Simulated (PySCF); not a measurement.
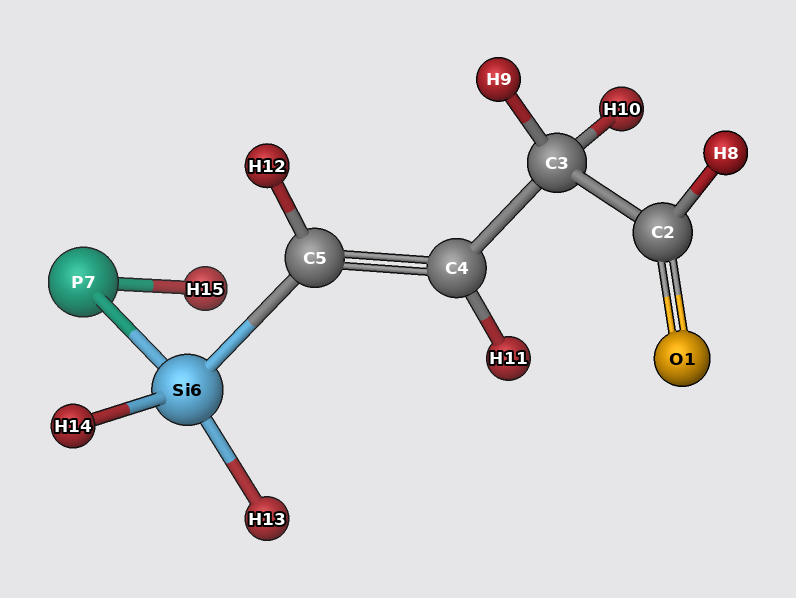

The species is neutral and a spin doublet. The computed structure is the end point of a GFN2-xTB optimisation. No frequency run is at hand to confirm it as a minimum. Method: UKS B3LYP, pcH-1 on C H O P Si, non-relativistic (PySCF 2.14.0).

Give the isotropic hyperfine couplings (Fermi-contact term alone) of O1, C2, C3, C4, C5, Si6, P7, H8, H9, H10, H11, H12, H13, H14, H15.

```csv
atom,isotope,a_iso (MHz)
O1,17O,0.0
C2,13C,0.2
C3,13C,0.8
C4,13C,2.2
C5,13C,31.4
Si6,29Si,26.9
P7,31P,112.2
H8,1H,0.0
H9,1H,0.2
H10,1H,3.0
H11,1H,−0.6
H12,1H,−1.0
H13,1H,29.7
H14,1H,−0.9
H15,1H,−35.1
```

The geometry is semi-empirical. Around P, Si such bond lengths and angles can be off by a tenth of an ångström or more and by several degrees, and values that hang on the shape move with them.
